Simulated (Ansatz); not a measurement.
**As2H4: density, localisation and related maps**

Input file:

```
crystal:
  periodic: [false, false, false]
  atoms:
    - {symbol: As, position_ang: [-0.097281, -0.792711, -0.930721]}
    - {symbol: As, position_ang: [0.097554, 0.795029, 0.928719]}
    - {symbol: H, position_ang: [-1.256985, -1.519202, -0.257620]}
    - {symbol: H, position_ang: [-1.065535, 0.118879, -1.677232]}
    - {symbol: H, position_ang: [1.060695, -0.119881, 1.677764]}
    - {symbol: H, position_ang: [1.261541, 1.517886, 0.259090]}
basis:
  gaussian: {orbitals: def2-TZVP, initial_orbitals: start.molden}
hamiltonian: {xc: pbe0, dispersion: d4}
output: {orbitals: {seedname: orbitals}}
```

Launched as:

```sh
ansatz run in.yaml --threads 4 --pin off --events-out ev --progress --plain --max-ram 3916MiB
```

Geometry: PBE0-D4/def2-TZVP.

Theory: Ansatz, RKS PBE0-D4/def2-TZVP.

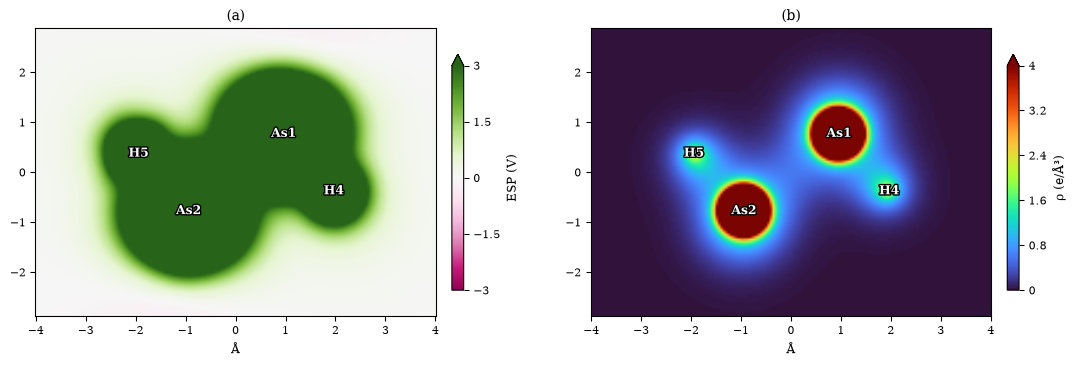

Figure 1. (a) molecular electrostatic potential; (b) total electron density on the plane of atoms As2, As1 and H4.

**Read the bonding off the picture.**

The section cuts through As and H sites. As–As (2.45 Å): the density is about 0.59 e/Å³ at the midpoint. As–H (1.53 Å): ρ at the midpoint is about 1.1 e/Å³. The potential has no marked negative region in this plane.

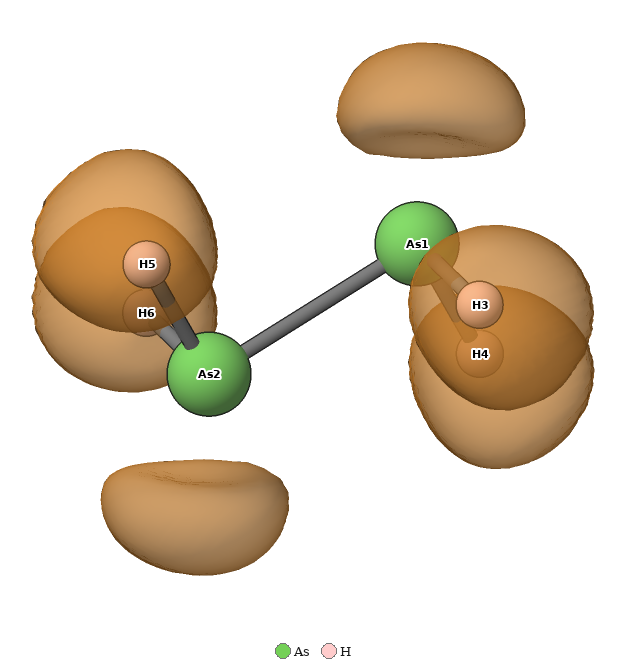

Figure 2. Isosurface of the electron localisation function at 0.9 (orange), seen from one side. Core shells and regions of very low density are left out.

**Describe the localisation domains.**

The surface consists of four regions around hydrogen nuclei and two lobes on As, pointing away from the bonds (lone pairs).


As–As (2.45 Å): the ELF peaks at about 0.85 between the atoms (localised, covalent bonding). As–H (1.53 Å): the ELF climbs to about 1 towards the hydrogen, as it does in any bond to H.

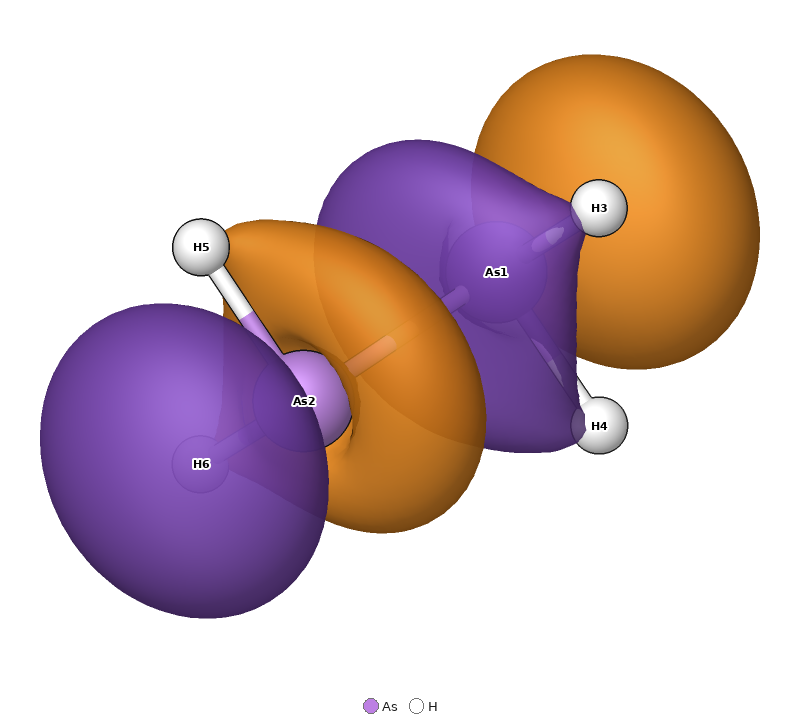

Figure 3. One frontier orbital at ±0.1 Å⁻³ᐟ² (orange and purple are the two phases), seen at a tilt.

**Which orbital is it: HOMO or LUMO?**

The LUMO, at −0.57 eV. By Hirshfeld shares it lies mainly on As1 (about 45 %) and As2 (about 45 %); it is ungerade (odd under inversion).
